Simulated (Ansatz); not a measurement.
# CH$_{3}$BFN: what the fields show

Input file:

```
crystal:
  periodic: [false, false, false]
  atoms:
    - { symbol: F, position_ang: [-1.0871, -1.9909, 0.7121] }
    - { symbol: B, position_ang: [-0.4319, -0.8275, 0.127] }
    - { symbol: C, position_ang: [0.3203, 0.5075, 0.3378] }
    - { symbol: "N", position_ang: [-0.3406, 0.4221, -0.847] }
    - { symbol: H, position_ang: [1.4535, 0.4486, 0.1664] }
    - { symbol: H, position_ang: [-0.101, 1.2167, 1.0864] }
    - { symbol: H, position_ang: [0.2481, 0.1556, -1.6284] }
magnetization:
  spin_polarized: true
basis:
  gaussian: { orbitals: cc-pVDZ }
hamiltonian:
  xc: cam_b3lyp
relax:
  f_tol: 0.02
  max_steps: 50
output:
  orbitals: {}
```

Launched as:

```sh
ansatz run input.yaml --threads 2 --pin off --max-ram 3072MiB --backend cpu --events-out ev --progress --plain --runs-dir out
```

The fields are those of the run's last geometry, not of the input's.

Method: UKS CAM-B3LYP/cc-pVDZ (Ansatz).

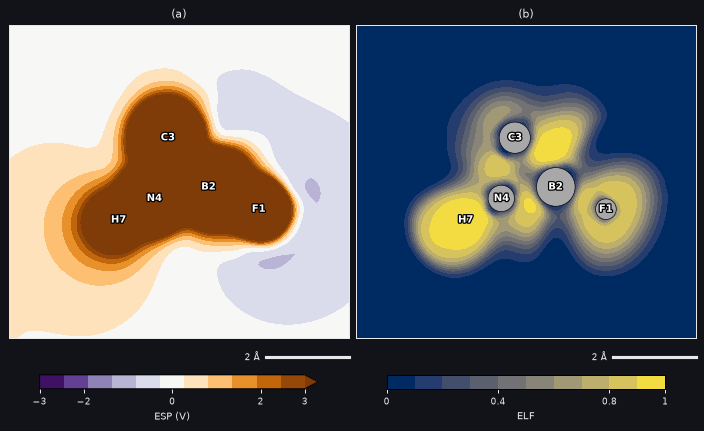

Figure 1. (a) electrostatic potential; (b) electron localisation function on the plane of atoms B2, N4 and C3. Grey discs cover the atomic cores in the ELF map.

What does the map show?

Atoms in the plane: F, B, C, N and H. B–F (1.32 Å): the ELF peaks at about 0.85 between the atoms, as expected for a shared but strongly polarised pair. B–N (1.35 Å): the ELF peaks at about 0.85 between the atoms; a polar covalent bond. C–N (1.50 Å): the ELF peaks at about 0.85 between the atoms: a shared electron pair. C–B (1.55 Å): the ELF peaks at about 0.85 between the atoms: a covalent bond. N–H (1.01 Å): the ELF climbs to about 1 towards the hydrogen, as it does in any bond to H (an ordinary covalent bond to hydrogen). The ELF also peaks beside F1, away from the bonds: lone-pair regions. Outside the dense part of the molecule the potential is most negative (−0.9 V) near F1.

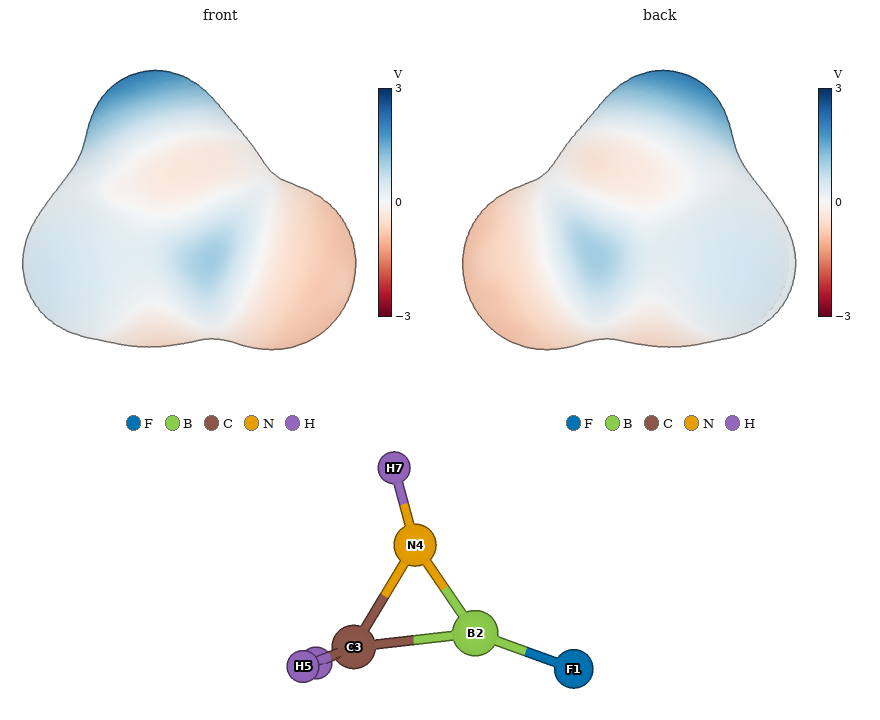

Figure 2. The molecular electrostatic potential painted on the density surface at 0.002 e/bohr³, seen from the front and from behind; red is negative and blue positive. The bare structure is drawn below in the same view.

Which sites attract a positive test charge, and which a negative one?

A positive charge is drawn to the negative regions and a negative charge to the positive ones. The most negative region (about −0.8 V) lies over F1, the most positive (about +2.0 V) over H7.

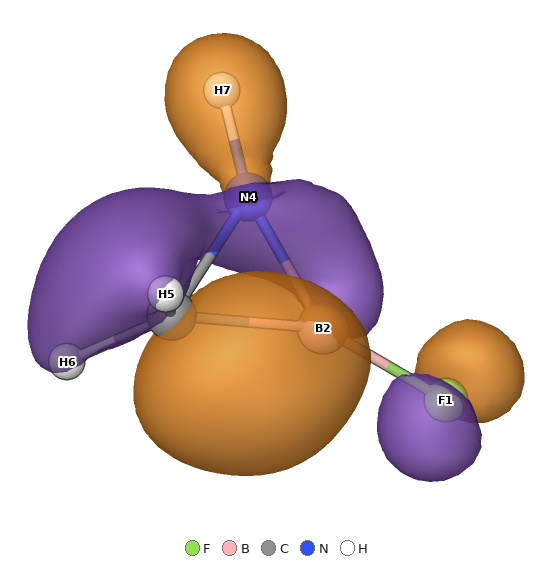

Figure 3. The HOMO−1 at ±0.15 Å⁻³ᐟ² (orange and purple are the two phases), seen at a tilt.

Describe this orbital and give its energy.

By Hirshfeld shares it lies mainly on C3 (about 45 %), B2 (about 25 %), N4 (about 15 %) and F1 (about 10 %). Its energy is −9.58 eV.
